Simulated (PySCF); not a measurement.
Atomic calculation for Ga²⁴⁺

Ga²⁴⁺, configuration 1s2 2s2 2p3, multiplicity 4. Computed at this level: unrestricted M06-L, jorge-DZP-DKH, spin-free X2C-1e, Gaussian nucleus (PySCF).

## Input file
```python
from pyscf import gto, scf, dft, mp, cc
import basis_set_exchange as bse
mol = gto.M(atom="Ga 0 0 0", charge=24, spin=3, symmetry="D2h",
            basis=gto.basis.parse(bse.get_basis("jorge-DZP-DKH", elements=["Ga"], fmt="nwchem", header=False)),
            nucmod="G")
mf = dft.UKS(mol, xc="M06L").sfx2c1e()
mf.irrep_nelec = {'Ag': (2, 2), 'B1u': (1, 0), 'B2u': (1, 0), 'B3u': (1, 0)}
mf.kernel()
```

The script is an equivalent of what the driver set up; the driver started from orbitals of its own, so the log can be shorter than this script's would be, and it computed the properties (radii, ⟨L²⟩, response) afterwards. It held the occupations shell by shell, which the script's counts by irreducible representation don't always enforce.

The run was one of a batch that the task file lists, launched with:
```bash
OMP_NUM_THREADS=1 python <driver script> TASK.json OUT
```

## The program's output (extracts)
```
damping factor = 0
level_shift factor = 0
DIIS = <class 'pyscf.scf.diis.CDIIS'>
diis_start_cycle = 1
diis_space = 10
diis_damp = 0
SCF conv_tol = 1e-09
SCF conv_tol_grad = None
number electrons alpha = 5  beta = 2
XC functionals = M06L
    Y. Zhao and D. G. Truhlar.,  J. Chem. Phys. 125, 194101 (2006)
    Y. Zhao and D. G. Truhlar.,  J. Chem. Phys. 125, 194101 (2006)
    Y. Zhao and D. G. Truhlar.,  Theor. Chem. Acc. 120, 215 (2008)
cycle= 1 E= -1448.80381664258  delta_E= -0.00102  |g|= 0.00285  |ddm|= 0.00726
cycle= 2 E= -1448.80381668296  delta_E= -4.04e-08  |g|= 5.33e-05  |ddm|= 9.41e-05
cycle= 3 E= -1448.80381668297  delta_E= -1.21e-11  |g|= 1.62e-06  |ddm|= 7.76e-07
converged SCF energy = -1448.80381668297  <S^2> = 3.7501521  2S+1 = 4.000076
```

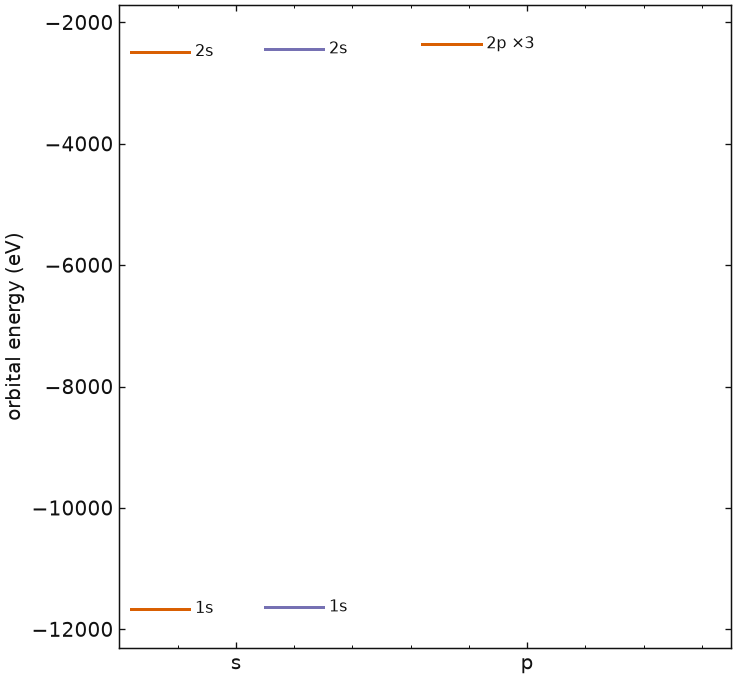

*Orbital energies of the mean field, from the top down to −11.66 keV, by angular momentum, α spin at the left of each column and β at the right; ×n counts the orbitals under one label.*

The highest filled orbital is 2p α at −2359 eV, the lowest empty one p β at −2302 eV.

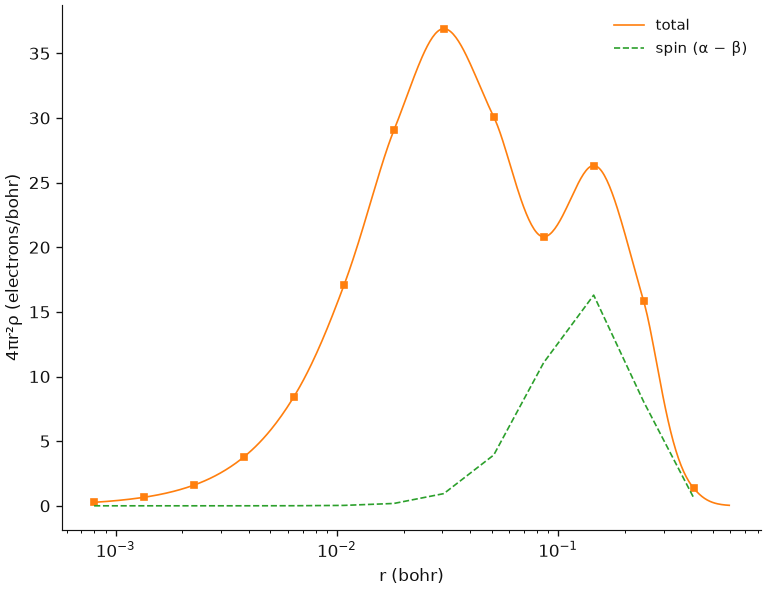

*Spherically averaged radial density 4πr²ρ of the mean field and its spin part; markers are the stored points, which are sparse, and the line is a monotone interpolation between them.*

The largest stored value is 36.9 electrons/bohr at r = 0.030 bohr. Root-mean-square radii of the shells: 1s 0.0558, 2p 0.195, 2s 0.223 bohr.

## Outcome

```
      quantity                                                                 value
       outcome                                                             converged
  total energy                                                    −1448.8038 hartree
          ⟨S²⟩                                                                 3.750
SCF iterations                                                                     3
      hardware  1 thread of Arm Neoverse V2, 23 GiB of memory available, shared host
```

## What is odd here

The input is odd on purpose: basis of the neutral atom used for a highly charged ion. The program ran to the end. Its numbers are those of this setting; this run alone doesn't show how far the oddity moves them.
